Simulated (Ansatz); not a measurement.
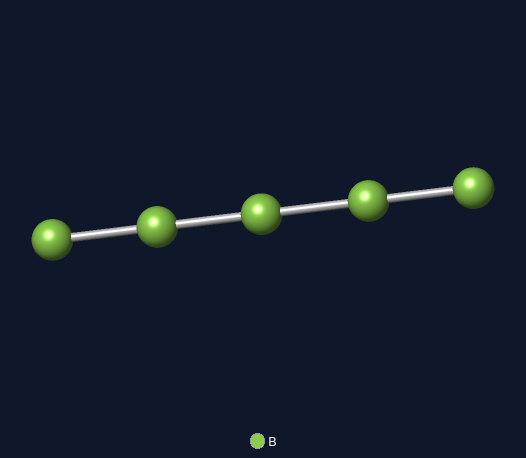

Starting geometry of the run.

Ansatz 0.2.0 input:

```yaml
crystal:
  periodic: [false, false, false]
  atoms:
    - {symbol: B, position_ang: [-2.365870, 1.538000, -1.255686]}
    - {symbol: B, position_ang: [-1.188174, 0.772692, -0.630672]}
    - {symbol: B, position_ang: [0.012316, -0.007788, 0.006566]}
    - {symbol: B, position_ang: [1.182462, -0.768668, 0.627653]}
    - {symbol: B, position_ang: [2.359276, -1.534225, 1.252140]}
basis:
  gaussian: {orbitals: def2-SVPD, point_charges: [{charge: -1.00, position_ang: [6.182, 0.128, -0.441]}]}
magnetization: {spin_polarized: false, initial_magnetization: 1}
hamiltonian: {xc: {name: HF}}
output: {forces: true}
```

Command:

```sh
ansatz run in.yaml --threads 4 --pin off --events-out ev --progress --plain --max-ram 10444MiB
```

Result:

```
Functional definition: HF
  name "HF"
  cite "Fock, Z. Phys. 61, 126 (1930) doi:10.1007/BF01340294"
  parent pbe
  exchange = exact_x
  correlation = 0
995 factors; integrals over basis functions are off by at most 6.5e-4 eV
mean field evaluation 1: about -3328.9801 eV, gradient 3.8e1 eV
mean field evaluation 2: about -3329.1349 eV, gradient 3.8e1 eV
mean field evaluation 4: about -3338.1208 eV, gradient 2.7e1 eV
mean field evaluation 8: about -3343.0168 eV, gradient 2.1e0 eV
mean field evaluation 16: about -3343.2894 eV, gradient 3.6e0 eV
mean field evaluation 32: about -3193.0219 eV, gradient 1.7e2 eV
mean field evaluation 64: about -3343.0122 eV, gradient 5.5e0 eV
mean field evaluation 96: about -3343.4243 eV, gradient 1.3e-1 eV
mean field evaluation 128: about -3343.4806 eV, gradient 9.0e-2 eV
mean field evaluation 160: about -3341.4987 eV, gradient 3.4e0 eV
mean field evaluation 192: about -3341.5011 eV, gradient 3.1e0 eV
mean field evaluation 224: about -3341.0974 eV, gradient 1.5e0 eV
mean field evaluation 256: about -3339.6040 eV, gradient 4.7e0 eV
mean field evaluation 288: about -3342.2684 eV, gradient 1.8e0 eV
mean field evaluation 320: about -3338.5439 eV, gradient 1.7e1 eV
mean field evaluation 352: about -3342.4354 eV, gradient 7.2e-2 eV
mean field evaluation 384: about -3339.8737 eV, gradient 1.8e1 eV
mean field evaluation 416: about -3341.8006 eV, gradient 4.5e-1 eV
mean field evaluation 448: about -3342.3082 eV, gradient 4.4e-1 eV
mean field evaluation 480: about -3338.6100 eV, gradient 1.0e1 eV
mean field evaluation 512: about -3337.6004 eV, gradient 8.4e-1 eV
mean field evaluation 544: about -3337.2879 eV, gradient 1.7e0 eV
mean field evaluation 576: about -3341.1477 eV, gradient 5.5e-2 eV
mean field evaluation 608: about -3341.1479 eV, gradient 3.0e-5 eV
mean field evaluation 640: about -3327.8594 eV, gradient 3.8e1 eV
mean field evaluation 672: about -3343.4940 eV, gradient 1.2e-1 eV
mean field evaluation 704: about -3325.9338 eV, gradient 4.2e1 eV
mean field evaluation 736: about -3325.0242 eV, gradient 1.1e1 eV
mean field -3343.50993988 eV, -122.8717239783 hartree, gradient 8.1e-6 eV, S^2 0.750000; 5 other end points of the search recorded, 0 dependent functions left out
the calculation of the forces begins
reference -3343.50993988 eV, -122.8717239783 hartree; 13, 12 occupied and 87, 88 virtual orbitals, 995 factors
Total energy: -3343.50993988 eV, -122.8717239783 hartree
Atom 0 at    -2.365870     1.538000    -1.255686 Å, force    -3.745042     2.412257    -1.968243 eV/Å
Atom 1 at    -1.188174     0.772692    -0.630672 Å, force     4.126489    -2.679276     2.187811 eV/Å
Atom 2 at     0.012316    -0.007788     0.006566 Å, force    -1.296075     0.779654    -0.631361 eV/Å
Atom 3 at     1.182462    -0.768668     0.627653 Å, force     0.178194     0.048319    -0.052538 eV/Å
Atom 4 at     2.359276    -1.534225     1.252140 Å, force     0.928242    -0.465058     0.368155 eV/Å
Dipole moment:     1.527079    -0.805901     0.642797 e Å
```

The calculation finished and met its thresholds.
